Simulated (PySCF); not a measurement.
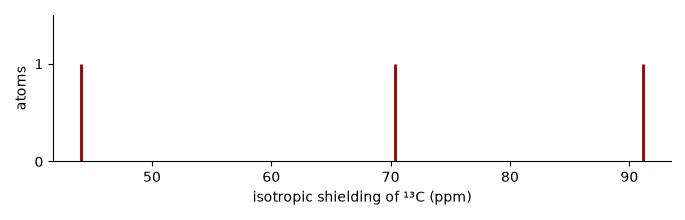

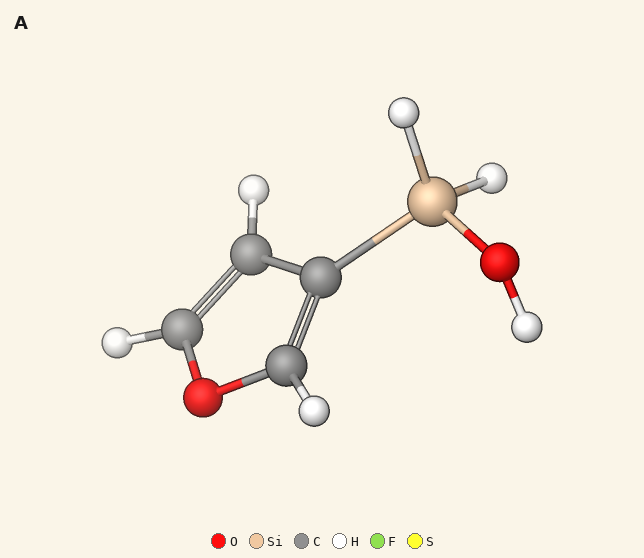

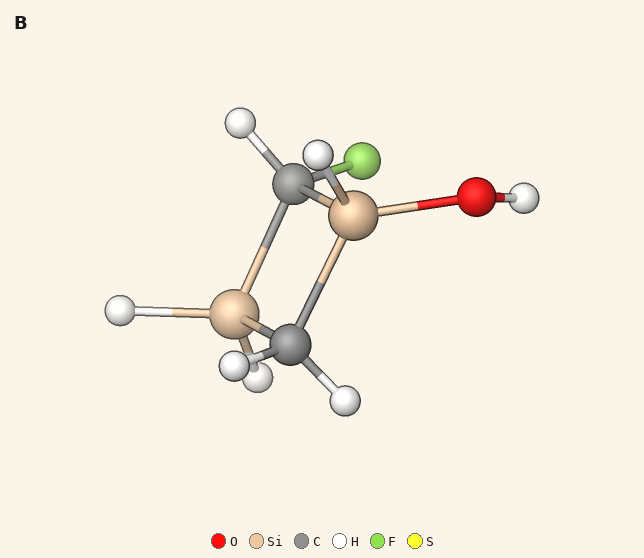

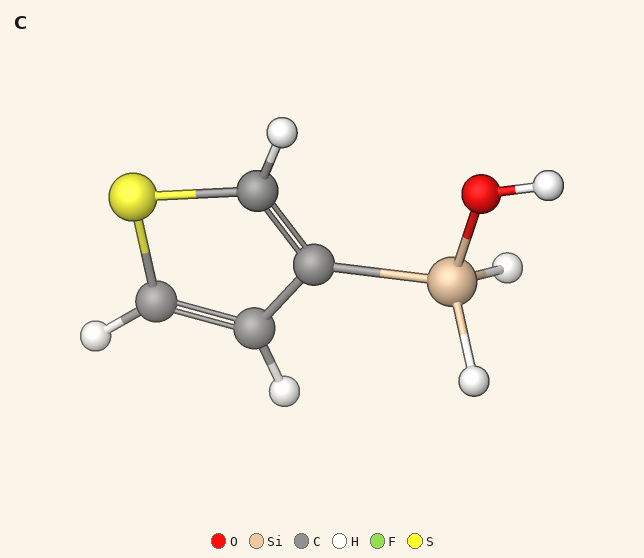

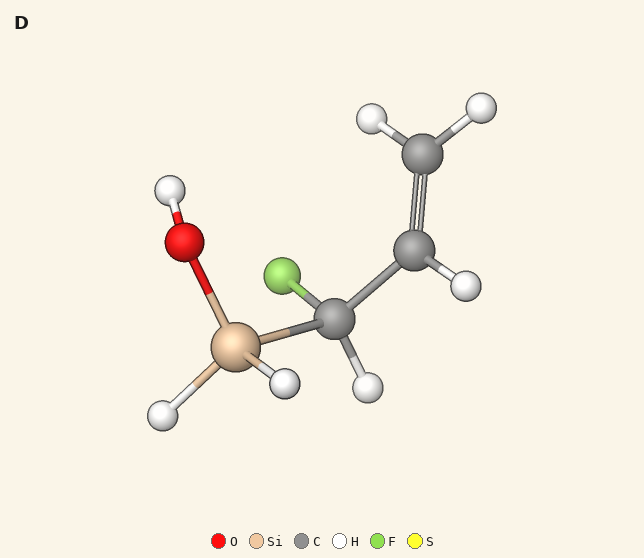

The sticks are computed shieldings of one of the molecules, for one fixed geometry (GFN2-xTB) without averaging over rotations. Low shielding means a high chemical shift. Method: GIAO PBE0/pcSseg-1 NMR shielding, non-relativistic, gas phase (PySCF 2.14.0).

Question: Match the spectrum to a structure.

Answer: D, `C=C[C@H](F)[SiH2]O`. Its 3 C atoms give lines at 44.1, 70.4, 91.1 ppm.

The geometry is semi-empirical. Around Si such bond lengths and angles can be off by a tenth of an ångström or more and by several degrees, and values that hang on the shape move with them.
